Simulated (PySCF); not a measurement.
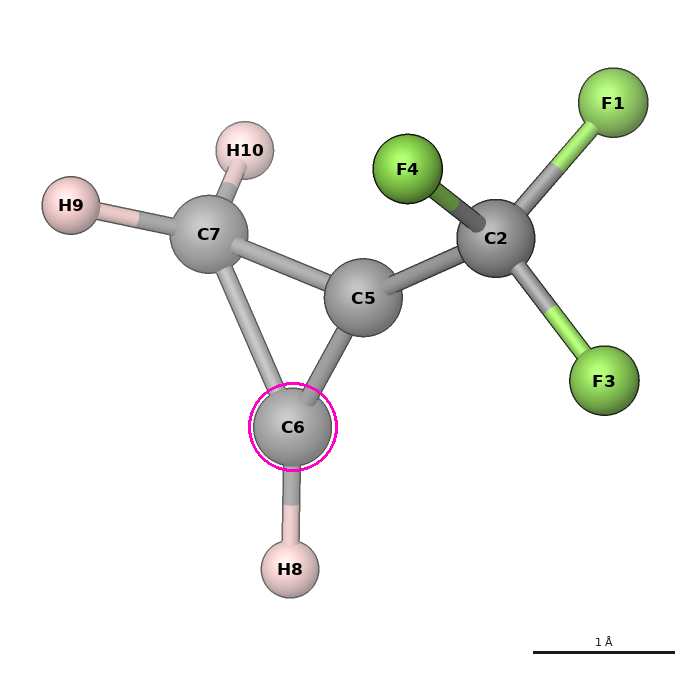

Orthographic view. Distant atoms are faded towards the background colour. Geometry: a distorted geometry made from a computed GFN2-xTB structure, not a minimum.

**Name the neighbours of the circled atom.**

The circled atom is C6; it is bonded to C5, C7, H8.

**Which atom is nearest the viewer?**

F4, 2.1 Å in front of the mean position.

**Of C2 and C5, which is nearer the viewer?**

C2; the bond to C5 points away from the viewer, so it looks shorter than its 1.47 Å.

**What is the shortest path along bonds from the circled atom to F3?**

C6–C5–C2–F3, 3 bonds; through space the two are 3.17 Å apart.
